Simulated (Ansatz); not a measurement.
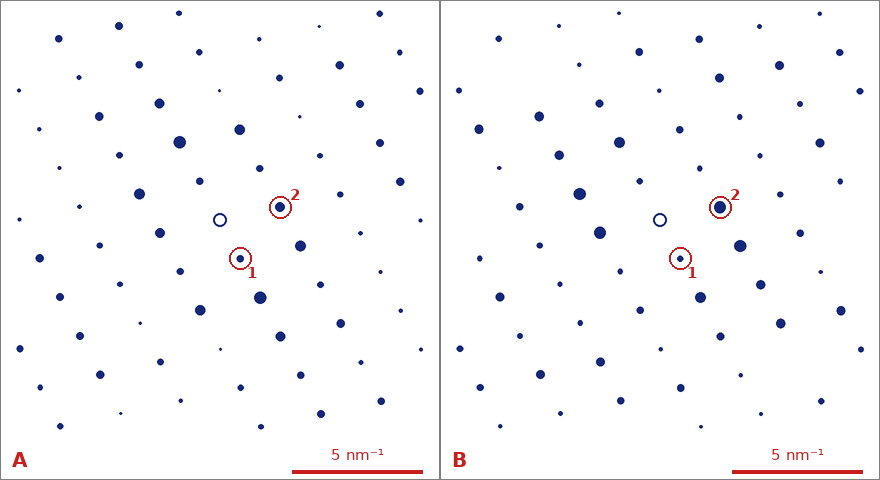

Kinematic electron diffraction patterns (120 kV, B = 0.5 Å², same scale) along [100] of the run's own cell, for the start and the end of one relaxation of Rb2Sb2F with Ansatz, DFT, PAW plane waves, r2scan. k mesh 6×6×6. The start is a generated model structure, and the relaxation ends in the nearest stationary point of its symmetry, not necessarily the ground state. Spot 1 is 0 0 -1 and spot 2 is 0 1 0 in both.

Start structure:

```
F Rb Sb
1.0
    -2.34248    3.74975    4.82876
     4.68497    0.00000    0.00000
     2.34248    3.74975   -4.82876
F Rb Sb
1 2 2
Cartesian
  0.0000 0.0000 0.0000
  0.0000 3.7497 2.1267
  4.6850 3.7497 -2.1267
  2.3425 5.2616 0.0000
  2.3425 2.2378 0.0000
```

Question: Which pattern belongs to the start structure, and which to the relaxed one?

Answer: A is the start: its cell gives d(1) = 5.923 Å, d(2) = 4.215 Å and an angle of 74.5°. The spot positions hardly differ, so the intensities decide: those computed from the start structure match A, and B is the relaxed structure.

Question: Name reflections whose intensity changes strongly on relaxation.

Answer: 0 2 4 goes from 0.55 to 14 % of the strongest spot; 0 0 4 goes from 14 to 0.89 % of the strongest spot; 0 2 -1 goes from 1.1 to 13 % of the strongest spot.

Question: What did the relaxation do to the structure and the energy?

Answer: The cell was held fixed; with the mean shift removed, the atoms moved by up to 0.55 Å relative to the cell (Rb most); the space group stayed Immm (No. 71); the free energy fell by 250 meV an atom.
